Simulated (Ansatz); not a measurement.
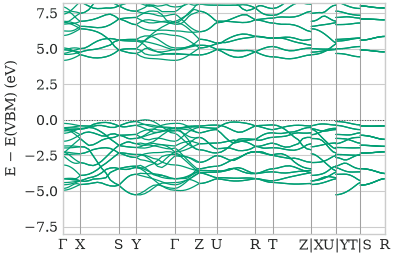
Band structure from LDA (plane waves, PAW; program Ansatz)

**Question.** Read off the gap and where the band edges lie.

**Answer.** About 4.2 eV (4.17 eV by a search for the band edges); maximum on the Y–Γ line, 24 % of the way from Y, minimum at Γ.

**Question.** Which compound is it?
(A) BeS, Pnma (Be on 4c, S on 4c)
(B) ZrO2, Pnma (Zr on 4c, O on 4c, O on 4c)
(C) TiO2, Pbcn (Ti on 4c, O on 8d)
(D) HPbBrO, Pnma (H on 4c, Pb on 4c, Br on 4c, O on 4c)

**Answer.** B, ZrO2, Pnma (Zr on 4c, O on 4c, O on 4c)

The first step of the workflow began from a Materials Project structure, measured or hypothetical; the Crystallography Open Database copy checked does not list it. It is not the phase usual at ambient conditions (space group No. 14). The cell was relaxed with LDA under the symmetry of its start; whether a distortion lowers the energy is not shown. The run is not spin-polarised. Spin–orbit coupling is left out wherever it is not named.

Potentials: the later of the program's two PAW sets.
